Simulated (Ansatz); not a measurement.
Geometry relaxation, with input and output: BSiH₄SClO₂ (part 2 of 2)

The same run, continued: BSiH₄SClO₂, SMILES OB(S)O[SiH2]Cl; RKS B3LYP-D4/def2-SVP (Ansatz 0.2.0). 

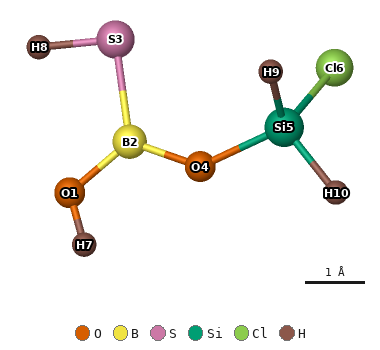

The geometry at step 23 of the log (ball-and-stick view, seen at a tilt; atoms are numbered from 1 in the order of the input).

### Trajectory as extended XYZ, continued
```
10
Properties=species:S:1:pos:R:3:forces:R:3 step=11 energy=-36065.72348
O     0.9767   -1.8370   -1.0277   -0.0174   0.0256   0.0144
B     0.3690   -0.9671   -0.1810    0.0213  -0.0151  -0.0278
S    -0.4845   -1.5996    1.3118    0.0056   0.0118  -0.0246
O     0.4017    0.3793   -0.4422   -0.0069  -0.0129  -0.0014
Si   -0.2813    1.7610    0.1793   -0.0246   0.0357   0.0104
Cl   -2.2993    1.8012   -0.2860    0.0474   0.0012   0.0122
H     1.3737   -1.3811   -1.7837   -0.0065  -0.0133   0.0233
H    -0.2228   -2.9006    1.0599    0.0052  -0.0114   0.0055
H    -0.1373    1.7880    1.6567   -0.0032   0.0044  -0.0343
H     0.3874    2.9046   -0.4840   -0.0208  -0.0259   0.0224
10
Properties=species:S:1:pos:R:3:forces:R:3 step=12 energy=-36065.72368
O     0.9742   -1.8382   -1.0290   -0.0096   0.0219   0.0079
B     0.3674   -0.9673   -0.1832    0.0153  -0.0134  -0.0113
S    -0.4842   -1.5993    1.3109    0.0042   0.0082  -0.0196
O     0.3994    0.3790   -0.4445   -0.0095  -0.0092  -0.0037
Si   -0.2822    1.7606    0.1791   -0.0122   0.0316   0.0146
Cl   -2.2983    1.8066   -0.2894    0.0309  -0.0012   0.0076
H     1.3734   -1.3833   -1.7843   -0.0050  -0.0110   0.0161
H    -0.2152   -2.9003    1.0652    0.0026  -0.0046   0.0026
H    -0.1406    1.7856    1.6562   -0.0030  -0.0020  -0.0244
H     0.3894    2.9053   -0.4780   -0.0138  -0.0204   0.0102
10
Properties=species:S:1:pos:R:3:forces:R:3 step=13 energy=-36065.72399
O     0.9818   -1.8387   -1.0243    0.0105   0.0190  -0.0039
B     0.3631   -0.9674   -0.1884   -0.0097  -0.0085   0.0029
S    -0.5097   -1.5998    1.2937    0.0139  -0.0057  -0.0196
O     0.3949    0.3789   -0.4504   -0.0027  -0.0066  -0.0003
Si   -0.2808    1.7615    0.1786   -0.0052   0.0177   0.0148
Cl   -2.3021    1.8020   -0.2624    0.0101  -0.0006   0.0029
H     1.3960   -1.3855   -1.7725   -0.0098  -0.0099   0.0178
H    -0.2182   -2.8997    1.0651   -0.0039   0.0141   0.0014
H    -0.1202    1.7913    1.6534    0.0013  -0.0048  -0.0192
H     0.3784    2.9061   -0.4897   -0.0044  -0.0147   0.0032
10
Properties=species:S:1:pos:R:3:forces:R:3 step=14 energy=-36065.72419
O     1.0119   -1.8378   -1.0064    0.0062   0.0523  -0.0350
B     0.3470   -0.9686   -0.2033    0.0430  -0.0187   0.0393
S    -0.5772   -1.6027    1.2488    0.0375  -0.0600  -0.0676
O     0.3826    0.3779   -0.4641   -0.0271  -0.0054  -0.0068
Si   -0.2783    1.7631    0.1767   -0.0021   0.0190   0.0194
Cl   -2.3177    1.7863   -0.1791    0.0337  -0.0034   0.0101
H     1.4639   -1.3866   -1.7352   -0.0489  -0.0238   0.0692
H    -0.2405   -2.8996    1.0533   -0.0234   0.0703   0.0102
H    -0.0533    1.8122    1.6438   -0.0092  -0.0100  -0.0424
H     0.3449    2.9045   -0.5314   -0.0098  -0.0203   0.0036
10
Properties=species:S:1:pos:R:3:forces:R:3 step=15 energy=-36065.72435
O     1.0240   -1.8364   -0.9983    0.0369   0.0573  -0.0051
B     0.3536   -0.9672   -0.1993   -0.0599  -0.0373  -0.0365
S    -0.6035   -1.6043    1.2304    0.0745  -0.0601  -0.0570
O     0.3813    0.3781   -0.4666    0.0085  -0.0002   0.0178
Si   -0.2770    1.7642    0.1751   -0.0061   0.0123   0.0262
Cl   -2.3226    1.7753   -0.1459    0.0445  -0.0018   0.0066
H     1.4818   -1.3860   -1.7240   -0.0503  -0.0212   0.0745
H    -0.2559   -2.8999    1.0437   -0.0250   0.0745   0.0128
H    -0.0294    1.8218    1.6384   -0.0081  -0.0049  -0.0450
H     0.3307    2.9031   -0.5504   -0.0151  -0.0187   0.0058
10
Properties=species:S:1:pos:R:3:forces:R:3 step=16 energy=-36065.72493
O     1.0256   -1.8355   -0.9964    0.0168   0.0279  -0.0090
B     0.3497   -0.9674   -0.2017   -0.0229  -0.0232   0.0034
S    -0.6038   -1.6048    1.2295    0.0460  -0.0354  -0.0499
O     0.3807    0.3781   -0.4670    0.0022  -0.0018   0.0068
Si   -0.2754    1.7647    0.1752   -0.0132   0.0012   0.0126
Cl   -2.3206    1.7736   -0.1421    0.0204   0.0017   0.0036
H     1.4839   -1.3841   -1.7202   -0.0301  -0.0093   0.0450
H    -0.2579   -2.8996    1.0421   -0.0158   0.0495   0.0080
H    -0.0277    1.8211    1.6376    0.0030   0.0025  -0.0309
H     0.3287    2.9027   -0.5539   -0.0063  -0.0132   0.0104
10
Properties=species:S:1:pos:R:3:forces:R:3 step=17 energy=-36065.72552
O     1.0366   -1.8338   -0.9877    0.0047   0.0061  -0.0043
B     0.3441   -0.9696   -0.2039    0.0011  -0.0037  -0.0029
S    -0.6218   -1.6101    1.2139   -0.0010  -0.0050  -0.0014
O     0.3736    0.3756   -0.4707   -0.0016  -0.0079   0.0032
Si   -0.2751    1.7640    0.1735   -0.0036   0.0086  -0.0062
Cl   -2.3233    1.7729   -0.1161    0.0009  -0.0011   0.0026
H     1.4997   -1.3759   -1.7032    0.0003  -0.0044   0.0038
H    -0.2639   -2.9010    1.0353   -0.0031   0.0057   0.0011
H    -0.0061    1.8287    1.6299    0.0039  -0.0004   0.0052
H     0.3194    2.8978   -0.5681   -0.0015   0.0021  -0.0011
10
Properties=species:S:1:pos:R:3:forces:R:3 step=18 energy=-36065.72639
O     1.0697   -1.8303   -0.9639   -0.0306   0.0466   0.0136
B     0.3307   -0.9725   -0.2135    0.0528  -0.0262  -0.0263
S    -0.6873   -1.6185    1.1641   -0.0012  -0.0144  -0.0112
O     0.3592    0.3722   -0.4830   -0.0047  -0.0030   0.0061
Si   -0.2706    1.7654    0.1694   -0.0349   0.0126  -0.0066
Cl   -2.3321    1.7565   -0.0262    0.0397   0.0019   0.0053
H     1.5602   -1.3650   -1.6565   -0.0073  -0.0177   0.0164
H    -0.2917   -2.9026    1.0165   -0.0053   0.0069   0.0045
H     0.0622    1.8517    1.6124    0.0038   0.0031  -0.0160
H     0.2829    2.8918   -0.6161   -0.0122  -0.0099   0.0142
10
Properties=species:S:1:pos:R:3:forces:R:3 step=19 energy=-36065.72550 accepted=F
O     1.1159   -1.8246   -0.9291   -0.1197   0.1718   0.0721
B     0.3135   -0.9774   -0.2247    0.1480  -0.1114  -0.0974
S    -0.7776   -1.6345    1.0922    0.0498  -0.0344  -0.0601
O     0.3389    0.3665   -0.4985   -0.0110   0.0001   0.0229
Si   -0.2648    1.7665    0.1632   -0.0959   0.0562   0.0087
Cl   -2.3410    1.7360    0.0988    0.1582   0.0039   0.0103
H     1.6415   -1.3452   -1.5875   -0.0460  -0.0562   0.0643
H    -0.3315   -2.9074    0.9882   -0.0183   0.0246   0.0112
H     0.1603    1.8873    1.5836   -0.0258  -0.0027  -0.0904
H     0.2280    2.8816   -0.6831   -0.0393  -0.0518   0.0583
10
Properties=species:S:1:pos:R:3:forces:R:3 step=20 energy=-36065.72704
O     1.0908   -1.8284   -0.9474   -0.0508   0.0795   0.0376
B     0.3251   -0.9740   -0.2178    0.0657  -0.0558  -0.0622
S    -0.7305   -1.6256    1.1285    0.0070  -0.0143  -0.0121
O     0.3524    0.3704   -0.4891   -0.0008   0.0019   0.0139
Si   -0.2676    1.7664    0.1665   -0.0435   0.0173  -0.0021
Cl   -2.3346    1.7444    0.0344    0.0469  -0.0024   0.0063
H     1.5995   -1.3596   -1.6246   -0.0133  -0.0222   0.0239
H    -0.3135   -2.9053    1.0017   -0.0055   0.0101   0.0034
H     0.1094    1.8714    1.5976    0.0008  -0.0003  -0.0205
H     0.2522    2.8890   -0.6468   -0.0066  -0.0138   0.0118
10
Properties=species:S:1:pos:R:3:forces:R:3 step=21 energy=-36065.72724
O     1.1215   -1.8239   -0.9209   -0.0913   0.1297   0.0651
B     0.3146   -0.9757   -0.2255    0.0989  -0.0966  -0.0859
S    -0.7956   -1.6360    1.0734    0.0329  -0.0076  -0.0356
O     0.3425    0.3684   -0.4975   -0.0011  -0.0013   0.0145
Si   -0.2641    1.7686    0.1612   -0.0477   0.0224   0.0265
Cl   -2.3371    1.7191    0.1293    0.0972   0.0101   0.0009
H     1.6579   -1.3483   -1.5723   -0.0295  -0.0344   0.0409
H    -0.3477   -2.9080    0.9773   -0.0067   0.0074   0.0032
H     0.1818    1.9021    1.5721   -0.0206  -0.0007  -0.0536
H     0.2094    2.8824   -0.6940   -0.0322  -0.0289   0.0240
10
Properties=species:S:1:pos:R:3:forces:R:3 step=22 energy=-36065.72785
O     1.1181   -1.8252   -0.9221   -0.0610   0.0902   0.0433
B     0.3168   -0.9762   -0.2243    0.0742  -0.0670  -0.0678
S    -0.7901   -1.6362    1.0756    0.0080  -0.0108  -0.0085
O     0.3466    0.3684   -0.4942   -0.0038   0.0033   0.0187
Si   -0.2634    1.7675    0.1635   -0.0354   0.0400  -0.0030
Cl   -2.3339    1.7244    0.1217    0.0476  -0.0103   0.0112
H     1.6537   -1.3512   -1.5746   -0.0130  -0.0243   0.0218
H    -0.3465   -2.9093    0.9754   -0.0053   0.0052   0.0023
H     0.1781    1.9044    1.5743   -0.0114  -0.0073  -0.0353
H     0.2039    2.8821   -0.6922    0.0002  -0.0190   0.0174
10
Properties=species:S:1:pos:R:3:forces:R:3 step=23 energy=-36065.72849
O     1.1166   -1.8245   -0.9199    0.0138  -0.0031  -0.0056
B     0.3178   -0.9752   -0.2259   -0.0127   0.0119   0.0083
S    -0.7997   -1.6362    1.0654    0.0053  -0.0070  -0.0064
O     0.3531    0.3709   -0.4883    0.0031   0.0025   0.0003
Si   -0.2626    1.7705    0.1631    0.0027  -0.0032  -0.0021
Cl   -2.3303    1.7088    0.1412    0.0001  -0.0013   0.0015
H     1.6653   -1.3565   -1.5649   -0.0080  -0.0015   0.0047
H    -0.3577   -2.9098    0.9658   -0.0044   0.0025   0.0009
H     0.1881    1.9188    1.5677    0.0013   0.0011  -0.0005
H     0.1926    2.8821   -0.7010   -0.0012  -0.0020  -0.0011
10
Properties=species:S:1:pos:R:3:forces:R:3 step=24 energy=-36065.72870
O     1.1275   -1.8226   -0.9089    0.0245  -0.0107  -0.0124
B     0.3168   -0.9753   -0.2268   -0.0326   0.0088   0.0137
S    -0.8235   -1.6410    1.0434    0.0182   0.0001  -0.0144
O     0.3543    0.3711   -0.4868    0.0049   0.0027   0.0068
Si   -0.2600    1.7722    0.1625   -0.0041   0.0057  -0.0100
Cl   -2.3280    1.6964    0.1786    0.0096  -0.0010   0.0056
H     1.6867   -1.3547   -1.5450   -0.0144  -0.0005   0.0131
H    -0.3764   -2.9134    0.9508   -0.0025   0.0042  -0.0009
H     0.2167    1.9375    1.5573   -0.0042   0.0002  -0.0118
H     0.1691    2.8787   -0.7221    0.0006  -0.0095   0.0103
10
Properties=species:S:1:pos:R:3:forces:R:3 step=25 energy=-36065.72877
O     1.1394   -1.8213   -0.8963    0.0020  -0.0069  -0.0167
B     0.3128   -0.9761   -0.2298    0.0064  -0.0044   0.0332
S    -0.8447   -1.6458    1.0229    0.0133   0.0023  -0.0232
O     0.3549    0.3708   -0.4863   -0.0134   0.0045  -0.0011
Si   -0.2583    1.7735    0.1600   -0.0031   0.0199   0.0082
Cl   -2.3256    1.6860    0.2189    0.0198  -0.0010  -0.0036
H     1.7081   -1.3528   -1.5234   -0.0148   0.0026   0.0162
H    -0.3941   -2.9173    0.9340   -0.0001   0.0059  -0.0020
H     0.2422    1.9565    1.5449   -0.0040  -0.0046  -0.0237
H     0.1485    2.8753   -0.7419   -0.0060  -0.0183   0.0127
10
Properties=species:S:1:pos:R:3:forces:R:3 step=26 energy=-36065.72886
O     1.1419   -1.8207   -0.8928    0.0031  -0.0024   0.0033
B     0.3148   -0.9759   -0.2261   -0.0131  -0.0124  -0.0119
S    -0.8508   -1.6480    1.0167    0.0144   0.0031  -0.0067
O     0.3552    0.3707   -0.4846   -0.0028   0.0020   0.0107
Si   -0.2581    1.7743    0.1595    0.0044   0.0160   0.0074
Cl   -2.3245    1.6821    0.2287    0.0147   0.0011  -0.0029
H     1.7112   -1.3511   -1.5183   -0.0075   0.0055   0.0097
H    -0.3993   -2.9191    0.9272    0.0004   0.0033  -0.0009
H     0.2499    1.9632    1.5406   -0.0060  -0.0037  -0.0165
H     0.1429    2.8733   -0.7477   -0.0076  -0.0123   0.0078
10
Properties=species:S:1:pos:R:3:forces:R:3 step=27 energy=-36065.72891
O     1.1402   -1.8206   -0.8937    0.0012  -0.0070   0.0010
B     0.3135   -0.9760   -0.2265   -0.0023  -0.0013  -0.0054
S    -0.8487   -1.6481    1.0188    0.0043   0.0011  -0.0026
O     0.3546    0.3707   -0.4842   -0.0017  -0.0024   0.0079
Si   -0.2579    1.7745    0.1602    0.0042   0.0031  -0.0050
Cl   -2.3239    1.6830    0.2244    0.0024   0.0021   0.0024
H     1.7093   -1.3501   -1.5186   -0.0025   0.0063   0.0031
H    -0.3970   -2.9189    0.9278    0.0002   0.0010  -0.0001
H     0.2488    1.9615    1.5413   -0.0041  -0.0001  -0.0055
H     0.1442    2.8729   -0.7465   -0.0017  -0.0027   0.0043
10
Properties=species:S:1:pos:R:3:forces:R:3 step=28 energy=-36065.72894
O     1.1414   -1.8206   -0.8923   -0.0023  -0.0048   0.0020
B     0.3125   -0.9767   -0.2266    0.0064  -0.0007  -0.0056
S    -0.8508   -1.6498    1.0165   -0.0014   0.0006   0.0006
O     0.3541    0.3701   -0.4838   -0.0051  -0.0002   0.0061
Si   -0.2575    1.7747    0.1595    0.0015  -0.0001  -0.0024
Cl   -2.3232    1.6840    0.2294   -0.0022  -0.0003  -0.0001
H     1.7115   -1.3485   -1.5150    0.0004   0.0049  -0.0004
H    -0.3979   -2.9201    0.9254    0.0000  -0.0005   0.0003
H     0.2511    1.9637    1.5392    0.0014   0.0006  -0.0003
H     0.1421    2.8719   -0.7491    0.0013   0.0005  -0.0001
10
Properties=species:S:1:pos:R:3:forces:R:3 step=29 energy=-36065.72895
O     1.1440   -1.8201   -0.8894   -0.0044  -0.0010   0.0023
B     0.3114   -0.9774   -0.2267    0.0112  -0.0010  -0.0064
S    -0.8563   -1.6522    1.0111   -0.0031   0.0006   0.0015
O     0.3534    0.3696   -0.4830   -0.0069  -0.0006   0.0060
Si   -0.2571    1.7751    0.1590    0.0017  -0.0002  -0.0040
Cl   -2.3224    1.6826    0.2389    0.0000  -0.0005   0.0005
H     1.7164   -1.3462   -1.5086    0.0008   0.0025  -0.0009
H    -0.4016   -2.9219    0.9207    0.0000  -0.0013   0.0004
H     0.2585    1.9690    1.5354    0.0000  -0.0001   0.0022
H     0.1370    2.8702   -0.7544    0.0008   0.0016  -0.0015
10
Properties=species:S:1:pos:R:3:forces:R:3 step=30 energy=-36065.72895
O     1.1457   -1.8197   -0.8877   -0.0028   0.0019   0.0019
B     0.3109   -0.9779   -0.2266    0.0081  -0.0013  -0.0065
S    -0.8599   -1.6538    1.0077   -0.0018   0.0008   0.0014
O     0.3529    0.3692   -0.4823   -0.0050   0.0003   0.0056
Si   -0.2567    1.7756    0.1586   -0.0001  -0.0026  -0.0017
Cl   -2.3217    1.6815    0.2453    0.0003   0.0006  -0.0007
H     1.7195   -1.3446   -1.5047    0.0002  -0.0003  -0.0004
H    -0.4042   -2.9233    0.9180    0.0000  -0.0011   0.0002
H     0.2626    1.9724    1.5332    0.0010   0.0007   0.0009
H     0.1341    2.8692   -0.7583    0.0002   0.0010  -0.0006
10
Properties=species:S:1:pos:R:3:forces:R:3 step=31 energy=-36065.72896
O     1.1464   -1.8196   -0.8874   -0.0003   0.0028   0.0005
B     0.3110   -0.9783   -0.2265    0.0026  -0.0009  -0.0037
S    -0.8609   -1.6548    1.0066    0.0003   0.0006   0.0002
O     0.3525    0.3689   -0.4816   -0.0036   0.0007   0.0052
Si   -0.2567    1.7757    0.1586    0.0002   0.0001  -0.0025
Cl   -2.3216    1.6820    0.2470    0.0008  -0.0005   0.0000
H     1.7205   -1.3438   -1.5037   -0.0005  -0.0018   0.0003
H    -0.4050   -2.9242    0.9172   -0.0001  -0.0003   0.0000
H     0.2641    1.9740    1.5325    0.0000  -0.0003  -0.0001
H     0.1330    2.8687   -0.7596    0.0006  -0.0004   0.0002
10
Properties=species:S:1:pos:R:3:forces:R:3 step=32 energy=-36065.72896
O     1.1463   -1.8195   -0.8878    0.0021   0.0016  -0.0018
B     0.3112   -0.9784   -0.2264   -0.0030   0.0013   0.0016
S    -0.8602   -1.6551    1.0073    0.0017  -0.0002  -0.0011
O     0.3520    0.3688   -0.4811   -0.0010   0.0000   0.0023
Si   -0.2569    1.7759    0.1586    0.0027  -0.0007  -0.0007
Cl   -2.3219    1.6825    0.2460    0.0004   0.0005  -0.0003
H     1.7200   -1.3436   -1.5044   -0.0006  -0.0021   0.0005
H    -0.4048   -2.9247    0.9176   -0.0002   0.0006  -0.0002
H     0.2633    1.9741    1.5328   -0.0008  -0.0002  -0.0004
H     0.1342    2.8686   -0.7593   -0.0013  -0.0007   0.0002
10
Properties=species:S:1:pos:R:3:forces:R:3 step=33 energy=-36065.72896
O     1.1460   -1.8195   -0.8882    0.0020   0.0005  -0.0019
B     0.3113   -0.9785   -0.2262   -0.0036   0.0016   0.0026
S    -0.8593   -1.6553    1.0082    0.0013  -0.0004  -0.0008
O     0.3519    0.3688   -0.4806    0.0008   0.0000   0.0012
Si   -0.2568    1.7760    0.1587    0.0007  -0.0013  -0.0019
Cl   -2.3219    1.6833    0.2445   -0.0011   0.0001   0.0005
H     1.7192   -1.3436   -1.5053   -0.0001  -0.0014   0.0001
H    -0.4043   -2.9249    0.9178   -0.0002   0.0006  -0.0002
H     0.2624    1.9738    1.5334   -0.0001   0.0003  -0.0004
H     0.1347    2.8686   -0.7591    0.0004  -0.0001   0.0007
10
Properties=species:S:1:pos:R:3:forces:R:3 step=34 energy=-36065.72896
O     1.1458   -1.8195   -0.8884    0.0009   0.0001  -0.0008
B     0.3114   -0.9785   -0.2260   -0.0023   0.0004   0.0012
S    -0.8587   -1.6554    1.0086    0.0006  -0.0003  -0.0002
O     0.3520    0.3688   -0.4804    0.0004   0.0005   0.0006
Si   -0.2569    1.7760    0.1587    0.0004  -0.0001  -0.0001
Cl   -2.3220    1.6838    0.2439   -0.0008  -0.0005  -0.0002
H     1.7187   -1.3438   -1.5059    0.0002  -0.0005  -0.0001
H    -0.4040   -2.9251    0.9178   -0.0001   0.0004  -0.0001
H     0.2617    1.9739    1.5335    0.0004   0.0000   0.0001
H     0.1352    2.8686   -0.7588    0.0003   0.0000  -0.0003
```

This output came from the following input.

### Input file
```yaml
crystal:
  periodic: [false, false, false]
  atoms:
    - { symbol: O, position_ang: [0.926657, -1.870836, -1.046231] }
    - { symbol: B, position_ang: [0.378003, -0.958539, -0.189412] }
    - { symbol: S, position_ang: [-0.374724, -1.540688, 1.37905] }
    - { symbol: O, position_ang: [0.400169, 0.386481, -0.506512] }
    - { symbol: Si, position_ang: [-0.302504, 1.746009, 0.181091] }
    - { symbol: Cl, position_ang: [-2.276195, 1.893028, -0.432965] }
    - { symbol: H, position_ang: [1.273331, -1.425482, -1.842401] }
    - { symbol: H, position_ang: [-0.123237, -2.854482, 1.127917] }
    - { symbol: H, position_ang: [-0.270501, 1.649708, 1.67524] }
    - { symbol: H, position_ang: [0.452201, 2.9235, -0.342677] }
basis:
  gaussian: { orbitals: def2-SVP }
hamiltonian:
  xc: { name: B3LYP }
  dispersion: d4
output:
  forces: true
relax:
  f_tol: 0.003
  max_steps: 120
```

Run as:
```bash
ansatz run input.yaml --threads 1 --pin off --max-ram 2560MiB --backend cpu --events-out ev --progress --plain --runs-dir out
```

### Results in brief

- outcome: converged
- total energy: −36065.7292 eV
- mean-field energy: −36065.2503 eV
- largest force (length of the vector) at the end: 0.003 eV/Å
- hardware: 1 thread of Arm Neoverse N1, 24 GiB of memory available, shared host
- wall time: 7.1 min
- peak memory: 0.28 GiB
